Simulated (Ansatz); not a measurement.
# AlH2+ (triplet): PBE, BLYP, r2SCAN, B97M-V, PBE0, B3LYP over vertical spin and charge gaps, def2-QZVPP, part 2 of 2

Ansatz 0.2.0, Gaussian basis; def2-QZVPP, all electrons in the functionals.

## 19. B97M-V, charge 0, quartet

Contents of in.yaml:

```yaml
crystal:
  periodic: [false, false, false]
  atoms:
    - {symbol: Al, position_ang: [0.000000, 0.000000, -0.102095]}
    - {symbol: H, position_ang: [0.000000, 0.899579, 1.366496]}
    - {symbol: H, position_ang: [0.000000, -0.899579, 1.366496]}
basis:
  gaussian: {orbitals: "def2-QZVPP.json"}
magnetization: {spin_polarized: true, initial_magnetization: 3}
hamiltonian: {xc: {name: B97M-V}}
```

The run is started by

```sh
> ansatz run in.yaml --threads 1 --pin off --events-out ev --progress --plain --max-ram 2393MiB
```

Output (excerpt; [...] marks lines left out):

```text
Functional definition: B97M-V
  name "B97M-V"
  cite "Mardirossian & Head-Gordon, J. Chem. Phys. 142, 074111 (2015) doi:10.1063/1.4907719"
  cite "Becke, J. Chem. Phys. 107, 8554 (1997) doi:10.1063/1.475007"
  cite "Vydrov & Van Voorhis, J. Chem. Phys. 133, 244103 (2010) doi:10.1063/1.3521275"
  # Of w^i u^j: cxij and so on, Table III.
[...]
  gx(w, u) = cx00 + cx01*u + cx02*u^2 + (cx10 + cx11*u)*w
[...]
  gos(w, u) = cos00 + cos01*u + cos03*u^3 + cos10*w + cos32*w^3*u^2
[...]
      + integral(e_c_pw_mod_opposite_spin*gos(b97_w_opposite, b97_u_opposite)) + vv10(b, c)
478 factors; their error is unknown
[...]
mean field -6622.70480256 eV, -243.3799124634 hartree, gradient 6.7e-5 eV, S^2 3.753113; 0 other end points of the search recorded, 0 dependent functions left out
reference -6622.70487090 eV, -243.3799149751 hartree; 9, 6 occupied and 121, 124 virtual orbitals, 478 factors
Total energy: -6622.70487090 eV, -243.3799149751 hartree
```

It took 8 s on 1 thread of AMD EPYC 7R43, shared host.

From the report: ⟨S²⟩ of the determinant 3.753 (pure quartet: 3.75).

From charge 1, triplet: -148.1 kcal/mol.

## 20. B97M-V, charge 1, singlet

in.yaml, as its differences from that of step 19:

```diff
@@ -8,3 +8,4 @@
   gaussian: {orbitals: "def2-QZVPP.json"}
-magnetization: {spin_polarized: true, initial_magnetization: 3}
+total_charge: 1
+magnetization: {spin_polarized: true, initial_magnetization: 0}
 hamiltonian: {xc: {name: B97M-V}}
```

The command is unchanged.

Output (excerpt; [...] marks lines left out):

```text
Functional definition: B97M-V
  name "B97M-V"
  cite "Mardirossian & Head-Gordon, J. Chem. Phys. 142, 074111 (2015) doi:10.1063/1.4907719"
  cite "Becke, J. Chem. Phys. 107, 8554 (1997) doi:10.1063/1.475007"
  cite "Vydrov & Van Voorhis, J. Chem. Phys. 133, 244103 (2010) doi:10.1063/1.3521275"
  # Of w^i u^j: cxij and so on, Table III.
[...]
  gx(w, u) = cx00 + cx01*u + cx02*u^2 + (cx10 + cx11*u)*w
[...]
  gos(w, u) = cos00 + cos01*u + cos03*u^3 + cos10*w + cos32*w^3*u^2
[...]
      + integral(e_c_pw_mod_opposite_spin*gos(b97_w_opposite, b97_u_opposite)) + vv10(b, c)
478 factors; their error is unknown
[...]
mean field -6615.94550746 eV, -243.1315129502 hartree, gradient 1.3e-6 eV, S^2 0.935130; 13 other end points of the search recorded, 0 dependent functions left out
reference -6615.94556481 eV, -243.1315150578 hartree; 7, 7 occupied and 123, 123 virtual orbitals, 478 factors
Total energy: -6615.94556481 eV, -243.1315150578 hartree
```

Run time: 70 s. Hardware: 1 thread of AMD EPYC 7R43, shared host; peak memory 0.3 GiB.

From the report: ⟨S²⟩ of the determinant 0.935 (pure singlet: 0.00). The determinant is far from a pure spin state, so its energy mixes those of several spin states (harmless only where they are near-degenerate, as at dissociation).

From charge 1, triplet: +7.7 kcal/mol.

## 21. B97M-V, charge 1, quintet

in.yaml, as its differences from that of step 20:

```diff
@@ -9,3 +9,3 @@
 total_charge: 1
-magnetization: {spin_polarized: true, initial_magnetization: 0}
+magnetization: {spin_polarized: true, initial_magnetization: 4}
 hamiltonian: {xc: {name: B97M-V}}
```

The command is unchanged.

Output (excerpt; [...] marks lines left out):

```text
Functional definition: B97M-V
  name "B97M-V"
  cite "Mardirossian & Head-Gordon, J. Chem. Phys. 142, 074111 (2015) doi:10.1063/1.4907719"
  cite "Becke, J. Chem. Phys. 107, 8554 (1997) doi:10.1063/1.475007"
  cite "Vydrov & Van Voorhis, J. Chem. Phys. 133, 244103 (2010) doi:10.1063/1.3521275"
  # Of w^i u^j: cxij and so on, Table III.
[...]
  gx(w, u) = cx00 + cx01*u + cx02*u^2 + (cx10 + cx11*u)*w
[...]
  gos(w, u) = cos00 + cos01*u + cos03*u^3 + cos10*w + cos32*w^3*u^2
[...]
      + integral(e_c_pw_mod_opposite_spin*gos(b97_w_opposite, b97_u_opposite)) + vv10(b, c)
478 factors; their error is unknown
[...]
mean field -6609.23952290 eV, -242.8850725633 hartree, gradient 1.3e-5 eV, S^2 6.000141; 0 other end points of the search recorded, 0 dependent functions left out
reference -6609.23959922 eV, -242.8850753678 hartree; 9, 5 occupied and 121, 125 virtual orbitals, 478 factors
Total energy: -6609.23959922 eV, -242.8850753678 hartree
```

It took 6 s on 1 thread of AMD EPYC 7R43, shared host.

From the report: ⟨S²⟩ of the determinant 6.000 (pure quintet: 6.00).

From charge 1, triplet: +162.4 kcal/mol.

## 22. PBE0, charge 1, triplet

in.yaml, as its differences from that of step 21:

```diff
@@ -9,3 +9,4 @@
 total_charge: 1
-magnetization: {spin_polarized: true, initial_magnetization: 4}
-hamiltonian: {xc: {name: B97M-V}}
+magnetization: {spin_polarized: true, initial_magnetization: 2}
+hamiltonian: {xc: {name: PBE0}}
+output: {orbitals: {seedname: orbitals}}
```

The command is unchanged.

Output (excerpt; [...] marks lines left out):

```text
Functional definition: PBE0
  name "PBE0"
  cite "Adamo & Barone, J. Chem. Phys. 110, 6158 (1999) doi:10.1063/1.478522"
  cite "Perdew, Burke & Ernzerhof, Phys. Rev. Lett. 77, 3865 (1996) doi:10.1103/PhysRevLett.77.3865"
  parent pbe
[...]
533 factors; their error is unknown
[...]
mean field -6614.75474591 eV, -243.0877532705 hartree, gradient 1.7e-5 eV, S^2 2.010674; 0 other end points of the search recorded, 0 dependent functions left out
reference -6614.75477705 eV, -243.0877544149 hartree; 8, 6 occupied and 122, 124 virtual orbitals, 533 factors
Total energy: -6614.75477705 eV, -243.0877544149 hartree
```

Run time: 2.6 s. Hardware: 1 thread of AMD EPYC 7R43, shared host.

From the report: ⟨S²⟩ of the determinant 2.011 (pure triplet: 2.00).

## 23. PBE0, charge 0, doublet

in.yaml, as its differences from that of step 22:

```diff
@@ -8,4 +8,3 @@
   gaussian: {orbitals: "def2-QZVPP.json"}
-total_charge: 1
-magnetization: {spin_polarized: true, initial_magnetization: 2}
+magnetization: {spin_polarized: true, initial_magnetization: 1}
 hamiltonian: {xc: {name: PBE0}}
```

Same command.

Output (excerpt; [...] marks lines left out):

```text
Functional definition: PBE0
  name "PBE0"
  cite "Adamo & Barone, J. Chem. Phys. 110, 6158 (1999) doi:10.1063/1.478522"
  cite "Perdew, Burke & Ernzerhof, Phys. Rev. Lett. 77, 3865 (1996) doi:10.1103/PhysRevLett.77.3865"
  parent pbe
[...]
533 factors; their error is unknown
[...]
mean field -6623.09775301 eV, -243.3943531264 hartree, gradient 4.0e-6 eV, S^2 0.754021; 1 other end points of the search recorded, 0 dependent functions left out
reference -6623.09778537 eV, -243.3943543153 hartree; 8, 7 occupied and 122, 123 virtual orbitals, 533 factors
Total energy: -6623.09778537 eV, -243.3943543153 hartree
```

Wall time 6 s (1 thread of AMD EPYC 7R43, shared host).

From the report: ⟨S²⟩ of the determinant 0.754 (pure doublet: 0.75).

From charge 1, triplet: -192.4 kcal/mol.

## 24. PBE0, charge 0, quartet

in.yaml, as its differences from that of step 23:

```diff
@@ -8,3 +8,3 @@
   gaussian: {orbitals: "def2-QZVPP.json"}
-magnetization: {spin_polarized: true, initial_magnetization: 1}
+magnetization: {spin_polarized: true, initial_magnetization: 3}
 hamiltonian: {xc: {name: PBE0}}
```

Launched as before.

Output (excerpt; [...] marks lines left out):

```text
Functional definition: PBE0
  name "PBE0"
  cite "Adamo & Barone, J. Chem. Phys. 110, 6158 (1999) doi:10.1063/1.478522"
  cite "Perdew, Burke & Ernzerhof, Phys. Rev. Lett. 77, 3865 (1996) doi:10.1103/PhysRevLett.77.3865"
  parent pbe
[...]
533 factors; their error is unknown
[...]
mean field -6621.30164229 eV, -243.3283472747 hartree, gradient 2.8e-5 eV, S^2 3.755439; 0 other end points of the search recorded, 0 dependent functions left out
reference -6621.30167888 eV, -243.3283486194 hartree; 9, 6 occupied and 121, 124 virtual orbitals, 533 factors
Total energy: -6621.30167888 eV, -243.3283486194 hartree
```

Wall time 3.1 s (1 thread of AMD EPYC 7R43, shared host).

From the report: ⟨S²⟩ of the determinant 3.755 (pure quartet: 3.75).

From charge 1, triplet: -151.0 kcal/mol.

## 25. PBE0, charge 1, singlet

in.yaml, as its differences from that of step 24:

```diff
@@ -8,3 +8,4 @@
   gaussian: {orbitals: "def2-QZVPP.json"}
-magnetization: {spin_polarized: true, initial_magnetization: 3}
+total_charge: 1
+magnetization: {spin_polarized: true, initial_magnetization: 0}
 hamiltonian: {xc: {name: PBE0}}
```

Same command.

Output (excerpt; [...] marks lines left out):

```text
Functional definition: PBE0
  name "PBE0"
  cite "Adamo & Barone, J. Chem. Phys. 110, 6158 (1999) doi:10.1063/1.478522"
  cite "Perdew, Burke & Ernzerhof, Phys. Rev. Lett. 77, 3865 (1996) doi:10.1103/PhysRevLett.77.3865"
  parent pbe
[...]
533 factors; their error is unknown
[...]
mean field -6614.37143769 eV, -243.0736669532 hartree, gradient 7.0e-6 eV, S^2 0.993279; 10 other end points of the search recorded, 0 dependent functions left out
reference -6614.37146807 eV, -243.0736680696 hartree; 7, 7 occupied and 123, 123 virtual orbitals, 533 factors
Total energy: -6614.37146807 eV, -243.0736680696 hartree
```

Wall time 25 s (1 thread of AMD EPYC 7R43, shared host); peak memory 0.25 GiB.

From the report: ⟨S²⟩ of the determinant 0.993 (pure singlet: 0.00). The determinant is far from a pure spin state, so its energy mixes those of several spin states (harmless only where they are near-degenerate, as at dissociation).

From charge 1, triplet: +8.8 kcal/mol.

## 26. PBE0, charge 1, quintet

in.yaml, as its differences from that of step 25:

```diff
@@ -9,3 +9,3 @@
 total_charge: 1
-magnetization: {spin_polarized: true, initial_magnetization: 0}
+magnetization: {spin_polarized: true, initial_magnetization: 4}
 hamiltonian: {xc: {name: PBE0}}
```

Same command.

Output (excerpt; [...] marks lines left out):

```text
Functional definition: PBE0
  name "PBE0"
  cite "Adamo & Barone, J. Chem. Phys. 110, 6158 (1999) doi:10.1063/1.478522"
  cite "Perdew, Burke & Ernzerhof, Phys. Rev. Lett. 77, 3865 (1996) doi:10.1103/PhysRevLett.77.3865"
  parent pbe
[...]
533 factors; their error is unknown
[...]
mean field -6608.18449329 eV, -242.8463009402 hartree, gradient 8.3e-6 eV, S^2 6.000013; 0 other end points of the search recorded, 0 dependent functions left out
reference -6608.18453138 eV, -242.8463023398 hartree; 9, 5 occupied and 121, 125 virtual orbitals, 533 factors
Total energy: -6608.18453138 eV, -242.8463023398 hartree
```

It took 2.5 s on 1 thread of AMD EPYC 7R43, shared host.

From the report: ⟨S²⟩ of the determinant 6.000 (pure quintet: 6.00).

From charge 1, triplet: +151.5 kcal/mol.

## 27. B3LYP, charge 1, triplet

in.yaml, as its differences from that of step 26:

```diff
@@ -9,4 +9,3 @@
 total_charge: 1
-magnetization: {spin_polarized: true, initial_magnetization: 4}
-hamiltonian: {xc: {name: PBE0}}
-output: {orbitals: {seedname: orbitals}}
+magnetization: {spin_polarized: true, initial_magnetization: 2}
+hamiltonian: {xc: {name: B3LYP}}
```

Same command.

Output (excerpt; [...] marks lines left out):

```text
Functional definition: B3LYP
  name "B3LYP"
  cite "Stephens, Devlin, Chabalowski & Frisch, J. Phys. Chem. 98, 11623 (1994) doi:10.1021/j100096a001"
  cite "Becke, Phys. Rev. A 38, 3098 (1988) doi:10.1103/PhysRevA.38.3098"
  cite "Lee, Yang & Parr, Phys. Rev. B 37, 785 (1988) doi:10.1103/PhysRevB.37.785"
  cite "Vosko, Wilk & Nusair, Can. J. Phys. 58, 1200 (1980) doi:10.1139/p80-159"
[...]
514 factors; their error is unknown
[...]
mean field -6618.63337236 eV, -243.2302901632 hartree, gradient 1.0e-5 eV, S^2 2.008876; 0 other end points of the search recorded, 0 dependent functions left out
reference -6618.63357303 eV, -243.2302975379 hartree; 8, 6 occupied and 122, 124 virtual orbitals, 514 factors
Total energy: -6618.63357303 eV, -243.2302975379 hartree
```

Run time: 2.9 s. Hardware: 1 thread of AMD EPYC 7R43, shared host.

From the report: ⟨S²⟩ of the determinant 2.009 (pure triplet: 2.00).

## 28. B3LYP, charge 0, doublet

in.yaml, as its differences from that of step 27:

```diff
@@ -8,4 +8,3 @@
   gaussian: {orbitals: "def2-QZVPP.json"}
-total_charge: 1
-magnetization: {spin_polarized: true, initial_magnetization: 2}
+magnetization: {spin_polarized: true, initial_magnetization: 1}
 hamiltonian: {xc: {name: B3LYP}}
```

The command is unchanged.

Output (excerpt; [...] marks lines left out):

```text
Functional definition: B3LYP
  name "B3LYP"
  cite "Stephens, Devlin, Chabalowski & Frisch, J. Phys. Chem. 98, 11623 (1994) doi:10.1021/j100096a001"
  cite "Becke, Phys. Rev. A 38, 3098 (1988) doi:10.1103/PhysRevA.38.3098"
  cite "Lee, Yang & Parr, Phys. Rev. B 37, 785 (1988) doi:10.1103/PhysRevB.37.785"
  cite "Vosko, Wilk & Nusair, Can. J. Phys. 58, 1200 (1980) doi:10.1139/p80-159"
[...]
514 factors; their error is unknown
[...]
mean field -6627.06324151 eV, -243.5400821406 hartree, gradient 8.7e-6 eV, S^2 0.754080; 4 other end points of the search recorded, 0 dependent functions left out
reference -6627.06344912 eV, -243.5400897701 hartree; 8, 7 occupied and 122, 123 virtual orbitals, 514 factors
Total energy: -6627.06344912 eV, -243.5400897701 hartree
```

Wall time 10 s (1 thread of AMD EPYC 7R43, shared host).

From the report: ⟨S²⟩ of the determinant 0.754 (pure doublet: 0.75).

From charge 1, triplet: -194.4 kcal/mol.

## 29. B3LYP, charge 0, quartet

in.yaml, as its differences from that of step 28:

```diff
@@ -8,3 +8,3 @@
   gaussian: {orbitals: "def2-QZVPP.json"}
-magnetization: {spin_polarized: true, initial_magnetization: 1}
+magnetization: {spin_polarized: true, initial_magnetization: 3}
 hamiltonian: {xc: {name: B3LYP}}
```

Same command.

Output (excerpt; [...] marks lines left out):

```text
Functional definition: B3LYP
  name "B3LYP"
  cite "Stephens, Devlin, Chabalowski & Frisch, J. Phys. Chem. 98, 11623 (1994) doi:10.1021/j100096a001"
  cite "Becke, Phys. Rev. A 38, 3098 (1988) doi:10.1103/PhysRevA.38.3098"
  cite "Lee, Yang & Parr, Phys. Rev. B 37, 785 (1988) doi:10.1103/PhysRevB.37.785"
  cite "Vosko, Wilk & Nusair, Can. J. Phys. 58, 1200 (1980) doi:10.1139/p80-159"
[...]
514 factors; their error is unknown
[...]
mean field -6625.04404143 eV, -243.4658779066 hartree, gradient 7.9e-5 eV, S^2 3.755022; 0 other end points of the search recorded, 0 dependent functions left out
reference -6625.04424712 eV, -243.4658854652 hartree; 9, 6 occupied and 121, 124 virtual orbitals, 514 factors
Total energy: -6625.04424712 eV, -243.4658854652 hartree
```

Wall time 2.4 s (1 thread of AMD EPYC 7R43, shared host).

From the report: ⟨S²⟩ of the determinant 3.755 (pure quartet: 3.75).

From charge 1, triplet: -147.8 kcal/mol.

## 30. B3LYP, charge 1, singlet

in.yaml, as its differences from that of step 29:

```diff
@@ -8,3 +8,4 @@
   gaussian: {orbitals: "def2-QZVPP.json"}
-magnetization: {spin_polarized: true, initial_magnetization: 3}
+total_charge: 1
+magnetization: {spin_polarized: true, initial_magnetization: 0}
 hamiltonian: {xc: {name: B3LYP}}
```

The command is unchanged.

Output (excerpt; [...] marks lines left out):

```text
Functional definition: B3LYP
  name "B3LYP"
  cite "Stephens, Devlin, Chabalowski & Frisch, J. Phys. Chem. 98, 11623 (1994) doi:10.1021/j100096a001"
  cite "Becke, Phys. Rev. A 38, 3098 (1988) doi:10.1103/PhysRevA.38.3098"
  cite "Lee, Yang & Parr, Phys. Rev. B 37, 785 (1988) doi:10.1103/PhysRevB.37.785"
  cite "Vosko, Wilk & Nusair, Can. J. Phys. 58, 1200 (1980) doi:10.1139/p80-159"
[...]
514 factors; their error is unknown
[...]
mean field -6618.31105282 eV, -243.2184451387 hartree, gradient 1.5e-6 eV, S^2 0.955981; 10 other end points of the search recorded, 0 dependent functions left out
reference -6618.31125364 eV, -243.2184525188 hartree; 7, 7 occupied and 123, 123 virtual orbitals, 514 factors
Total energy: -6618.31125364 eV, -243.2184525188 hartree
```

Run time: 24 s. Hardware: 1 thread of AMD EPYC 7R43, shared host.

From the report: ⟨S²⟩ of the determinant 0.956 (pure singlet: 0.00). The determinant is far from a pure spin state, so its energy mixes those of several spin states (harmless only where they are near-degenerate, as at dissociation).

From charge 1, triplet: +7.4 kcal/mol.

## 31. B3LYP, charge 1, quintet

in.yaml, as its differences from that of step 30:

```diff
@@ -9,3 +9,3 @@
 total_charge: 1
-magnetization: {spin_polarized: true, initial_magnetization: 0}
+magnetization: {spin_polarized: true, initial_magnetization: 4}
 hamiltonian: {xc: {name: B3LYP}}
```

The command is unchanged.

Output (excerpt; [...] marks lines left out):

```text
Functional definition: B3LYP
  name "B3LYP"
  cite "Stephens, Devlin, Chabalowski & Frisch, J. Phys. Chem. 98, 11623 (1994) doi:10.1021/j100096a001"
  cite "Becke, Phys. Rev. A 38, 3098 (1988) doi:10.1103/PhysRevA.38.3098"
  cite "Lee, Yang & Parr, Phys. Rev. B 37, 785 (1988) doi:10.1103/PhysRevB.37.785"
  cite "Vosko, Wilk & Nusair, Can. J. Phys. 58, 1200 (1980) doi:10.1139/p80-159"
[...]
514 factors; their error is unknown
[...]
mean field -6611.56269785 eV, -242.9704476677 hartree, gradient 9.7e-6 eV, S^2 6.000014; 0 other end points of the search recorded, 0 dependent functions left out
reference -6611.56294931 eV, -242.9704569089 hartree; 9, 5 occupied and 121, 125 virtual orbitals, 514 factors
Total energy: -6611.56294931 eV, -242.9704569089 hartree
```

Wall time 2.6 s (1 thread of AMD EPYC 7R43, shared host).

From the report: ⟨S²⟩ of the determinant 6.000 (pure quintet: 6.00).

From charge 1, triplet: +163.1 kcal/mol.

## 32. The comparison

No level is safe as a reference over these points; UCCSD(T) serves as a yardstick only. It and the other wave-function rows come from earlier runs at the same points. Energies in kcal/mol, counted from charge 1, triplet; blanks weren't run or aren't comparable.

```tsv
level	adding an electron (doublet)	adding an electron (quartet)	triplet to singlet	triplet to quintet
UCCSD(T)	-195.2	-150.3		150.4
PBE	-192.9	-150.8	7.1	154.3
BLYP	-191.0	-144.0	5.8	165.9
r2SCAN	-190.6	-152.1	8.9	150.1
B97M-V	-197.0	-148.1	7.7	162.4
PBE0	-192.4	-151.0	8.8	151.5
B3LYP	-194.4	-147.8	7.4	163.1
RHF	-175.8	-142.3	39.7	116.1
UHF	-170.4	-140.2	11.8	122.4
UMP2	-191.5	-148.0		143.5
```

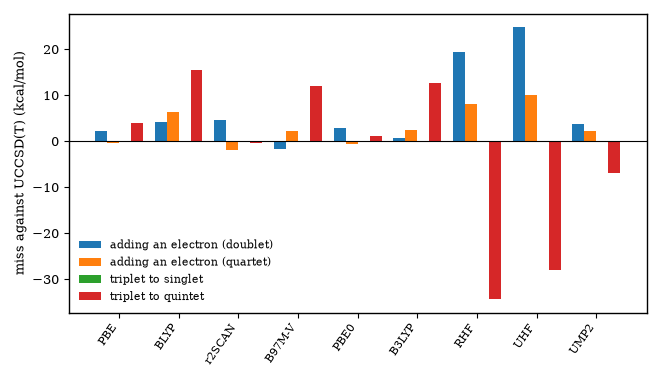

Misses of the gaps against UCCSD(T).

Largest miss and mean time a point (UCCSD(T) took 8.8 s a point; shared hosts):

```tsv
level	largest miss (kcal/mol)	where	time a point
PBE	+3.9	triplet to quintet	7.2 s
BLYP	+15.6	triplet to quintet	7.9 s
r2SCAN	+4.6	adding an electron (doublet)	14 s
B97M-V	+12.0	triplet to quintet	23 s
PBE0	+2.8	adding an electron (doublet)	7.8 s
B3LYP	+12.7	triplet to quintet	8.3 s
RHF	-34.3	triplet to quintet	
UHF	-28.0	triplet to quintet	
UMP2	-6.9	triplet to quintet
```

## 33. What came out

What follows sums up all 2 parts.

| quantity | value |
| --- | --- |
| adding an electron (doublet), UCCSD(T) | -195.2 kcal/mol |
| adding an electron (quartet), UCCSD(T) | -150.3 kcal/mol |
| triplet to quintet, UCCSD(T) | 150.4 kcal/mol |
| largest miss, PBE | +3.9 kcal/mol (triplet to quintet) |
| largest miss, BLYP | +15.6 kcal/mol (triplet to quintet) |
| largest miss, r2SCAN | +4.6 kcal/mol (adding an electron (doublet)) |
| largest miss, B97M-V | +12.0 kcal/mol (triplet to quintet) |
| largest miss, PBE0 | +2.8 kcal/mol (adding an electron (doublet)) |
| largest miss, B3LYP | +12.7 kcal/mol (triplet to quintet) |

**Reading.** Misses are known at 3 of 4 points at best, and only functionals with that many are ranked. Of the functionals, PBE0 keep the smallest largest miss at the points compared (at most 2.8 kcal/mol) and BLYP strays most (15.6 kcal/mol, at triplet to quintet). PBE, BLYP, r2SCAN, B97M-V, PBE0, B3LYP clearly break the spin symmetry at some points (⟨S²⟩ up to 0.99 above the pure value), so energy there is bought with a mixed spin. Functionals and the yardstick converge differently with the basis, so part of each miss in def2-QZVPP is the basis. The yardstick itself may be off where one determinant is a poor start.
